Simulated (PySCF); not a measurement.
**CH₂BrCl₃Si: density, localisation and related maps**

Input

```
{"job": {"kind": "uv", "xc": "CAM-B3LYP", "basis": "def2-SVPD", "nstates": 8, "ntriplets": 3}, "charge": 0, "multiplicity": 1}
Cl    -1.952449     0.518792    -1.142446
C     -0.914548    -0.331689     0.031761
Cl    -1.468828     0.015060     1.692451
Si     0.903665     0.247722    -0.217737
Cl     1.135557     2.076175     0.522566
Br     2.137213    -1.233395     0.843268
H     -1.068841    -1.397699    -0.132137
H      1.237289     0.114447    -1.622291
```

Command:

```sh
OMP_NUM_THREADS=1 python probes_run.py task.json out
```

Geometry: GFN2-xTB.

These are results of PySCF, CAM-B3LYP/def2-SVPD, SCF density, gas phase, not measurements.

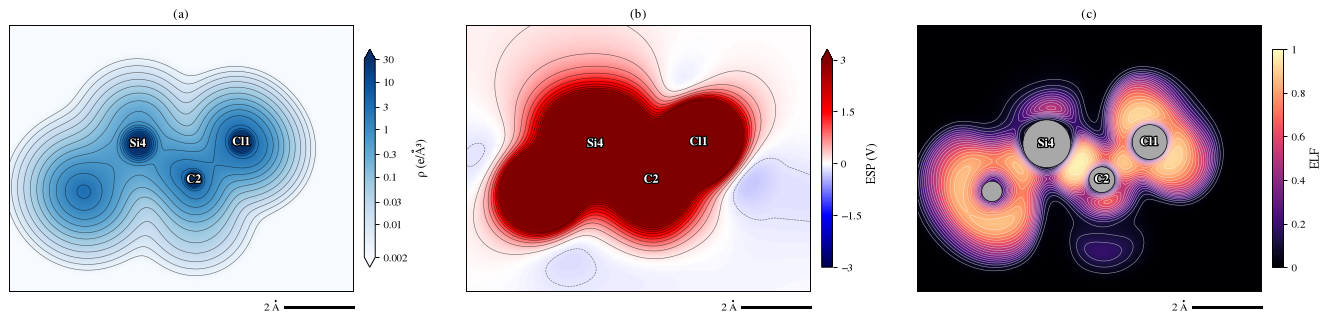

Figure 1. (a) total electron density; (b) molecular electrostatic potential; (c) electron localisation function on the plane of atoms Cl1, C2 and Si4. Grey discs cover the atomic cores in the ELF map.

**What do the fields say about this system?**

- Atoms in the plane: Cl, C and Si.
- C–Cl (1.78 Å): the density is about 1.3 e/Å³ at the midpoint; the ELF peaks at about 0.90 between the atoms, as expected for localised, covalent bonding.
- C–Si (1.92 Å): the density is about 0.94 e/Å³ at the midpoint; the ELF peaks at about 1 between the atoms (a shared electron pair).
- The ELF also peaks beside Br6 and Cl1, away from the bonds: lone-pair regions.
- Outside the dense part of the molecule the potential is most negative (−0.3 V) near Cl1.

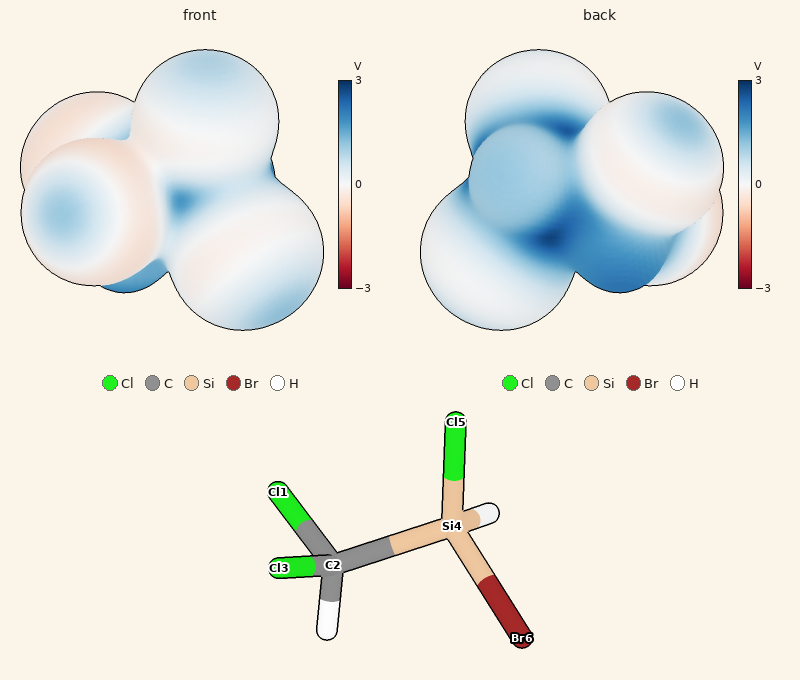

Figure 2. The molecular electrostatic potential painted on the density surface at 0.004 e/bohr³, seen from the front and from behind; red is negative and blue positive. The bare structure is drawn below in the same view.

**Describe the electrostatic potential map.**

The most negative region (about −0.4 V) lies over Cl3, the most positive (about +2.6 V) over Si4. Cl1 shows a σ-hole: about +1.1 V at the tip opposite its bond, against about −0.1 V on its flanks. Cl3 shows a σ-hole: about +1.1 V at the tip opposite its bond, against about −0.3 V on its flanks. Cl5 shows a σ-hole: about +0.9 V at the tip opposite its bond, against about 0.0 V on its flanks. Br6 shows a σ-hole: about +1.1 V at the tip opposite its bond, against about 0.0 V on its flanks.

**What dipole moment does the calculation give?**

Its dipole moment is 1.36 D.
